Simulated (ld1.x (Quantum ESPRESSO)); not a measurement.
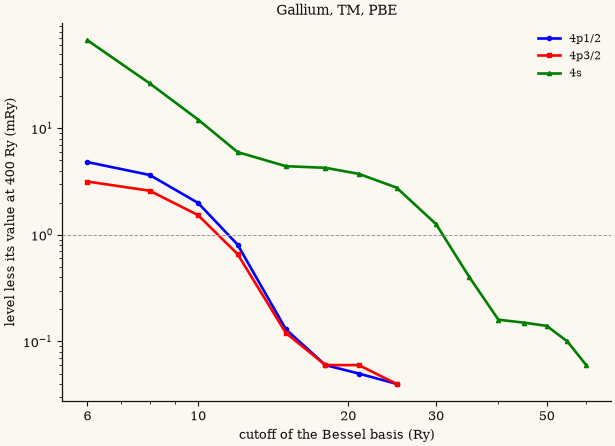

The pseudo-atom Hamiltonian at the reference potential is diagonalised in spherical Bessel functions (20 bohr box) up to the cutoff. Curves: distance of each valence level from its value at 400 Ry.

Input of ld1.x (Quantum ESPRESSO) 7.5:

```
 &input
   title='Ga', zed=31., rel=2, dft='PBE', iswitch=3,
   config='[Ar] 3d10 4s1.75 4p1.25 4d-2', rel_dist='average',
   nld=5, rlderiv=2.90, eminld=-3.0, emaxld=5.0, deld=0.02
 /
 &inputp
   pseudotype=2, tm=.true., lloc=0,
   nlcc=.true.,
   file_pseudopw='Ga.UPF', file_wfcaegen='ae.wfc', file_wfcncgen='nc.wfc', file_beta='beta', file_chi='chi'
 /
3
4P  2  1   1.25   0.00  2.45  2.45  0.0
4D  3  2  -2.00   0.40  2.65  2.65  0.0
4S  1  0   1.75   0.00  1.85  1.85  0.0
 &test
   configts(1)='4s1.75 4p1.25'
 /
```

Command:
```bash
ld1.x < Ga.in > Ga.out
```

Functional and relativity: PBE, fully relativistic.

Which occupied shell is the hardest?

4s: its level needs 35 Ry to come within 1 mRy, against 12 Ry for 4p.

From which cutoff is the occupation-weighted sum of levels good to 10 mRy, and to 1 mRy?

15 Ry and 35 Ry, on the ladder of cutoffs that was run.

At which cutoff does each level come within 1 mRy for good?

4p1/2: 12 Ry; 4p3/2: 12 Ry; 4s: 35 Ry.
